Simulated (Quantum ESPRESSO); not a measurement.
# Dipole at the next field: 1T-SrClI, 2 layers, AB stacking

How the rows were computed: Quantum ESPRESSO 7.5, PBE, GBRV ultrasoft; sawtooth field along the normal with dipole correction, ions clamped, threshold 1e-9 Ry; cell area 18.017 Å².

```tsv
field (V/Å)	dipole (e Å a cell)
0	0.16289
0.1	0.24709
0.2	0.33145
```

To predict: What is the dipole at −0.2 V/Å, and what electrostatic thickness 4πα/A follows from the rows?

**Fit.** The slope is (0.33145 − (0.16289))/0.2 = 0.8428 e Å²/V, so 4πα/A = 180.95 × 0.8428/18.017 = 8.46 Å. Linear response gives p = 0.16289 + 0.8428 × (−0.2) = −0.00567 e Å; a parabola through the three rows gives −0.00503.

**Check.** p = −0.00568 e Å. The line misses by 0.0 % of the induced dipole and the parabola by 0.4 %. The response is linear over this range.

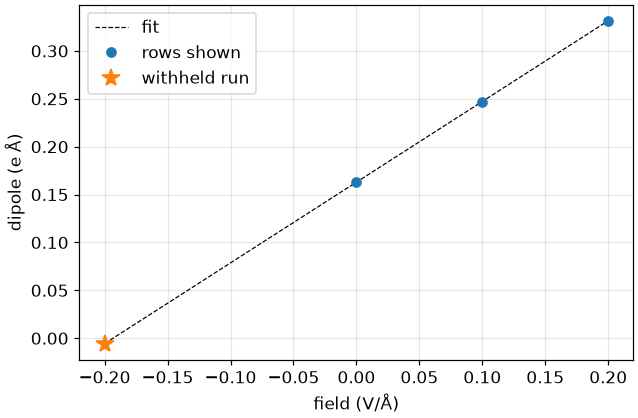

The rows shown, the fit and the withheld run.

Caveats: Electrons alone respond; local and semilocal functionals tend to overscreen.

[Logs are printed without paths, hosts, clocks, repeated set-up lines and the standing remarks that a program may print on its own settings, such as how far it seeks lower states.]
